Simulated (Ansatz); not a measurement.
AsPb (Pm-3m): the Drude term of Re ε in the infrared

Re ε of AsPb (Pm-3m) at low photon energies is read from one computed spectrum; the carriers' damping was typed as γ = 0.03 eV.

The structure is cubic, space group Pm-3m (No. 221). Conventional cell: a = 3.721 Å, b = 3.721 Å, c = 3.721 Å, α = 90.00°, β = 90.00°, γ = 90.00°. Pb on site b is surrounded by 8 As at 3.22 Å. As on site a is surrounded by 8 Pb at 3.22 Å.

Method: Ansatz 0.2.0, PBE, independent particles, k-mesh 11×11×11 with interpolation inside its cells, Gaussian parameter 0.1 eV.

Launch of the response step: `ansatz run input.yaml --threads 2 --pin off --max-ram 5120MiB --backend cpu --events-out ev --progress --plain --runs-dir out`. The run took 54 s, on 2 threads of Arm Neoverse V2, on a shared host.

| photon energy E (eV) | wavelength (µm) | Re ε |
| --- | --- | --- |
| 0.25 | 4.96 | -1138.2 |
| 0.30 | 4.13 | -803.0 |
| 0.35 | 3.54 | -584.2 |
| 0.40 | 3.10 | -436.6 |
| 0.50 | 2.48 | -263.4 |
| 0.60 | 2.07 | -175.9 |
| 0.70 | 1.77 | ? |

A Drude term over a constant background gives Re ε = ε_b − ωp²/(E² + γ²), linear in 1/(E² + γ²).

Working, on the rows shown:

| x = 1/(E² + γ²) (eV⁻²) | y = Re ε |
| --- | --- |
| 15.7729 | -1138.2 |
| 11.0011 | -803 |
| 8.10373 | -584.2 |
| 6.21504 | -436.6 |
| 3.98565 | -263.4 |
| 2.77085 | -175.9 |

Means: x̄ = 7.9749, ȳ = -566.88. Σ(x − x̄)(y − ȳ) = -8647, Σ(x − x̄)² = 116.1. Slope = -8647 / 116.1 = -74.49; intercept = ȳ − slope · x̄ = 27.166. The line misses the rows shown by at most 11.

What does the fit predict for the withheld row, and how well does it do?

At x = 2.0371 the line gives y = -124.58. The run gave -130.9, so the extrapolation is off by 6.3, 0.6 % of the range in the table.

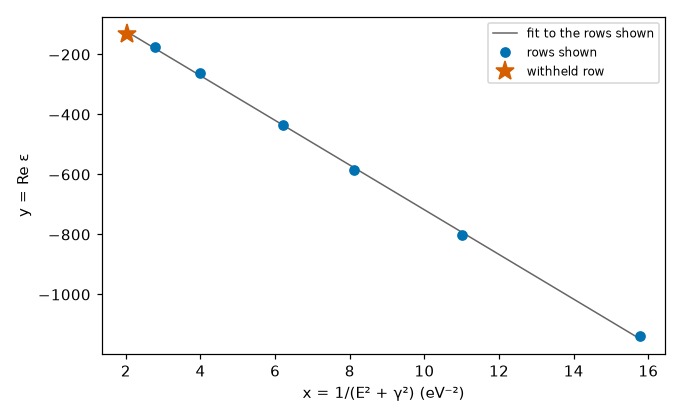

Refitted with all rows, the slope is -74.27 and the intercept 24.694. These give ωp = √(−slope) = 8.62 eV, against 8.46 eV from the program's Fermi-surface sum, and an intercept of 24.7. Taking the program's Drude term off the rows leaves -10 at the lowest energy and 15 at the highest, so the background isn't constant: interband transitions lie in or near the window, and neither fitted number can be trusted. The structure is a model and need not exist. The values come from a sum over the points of one k-mesh and carry its error, which is largest for Fermi-surface quantities. Spin-orbit coupling is left out.
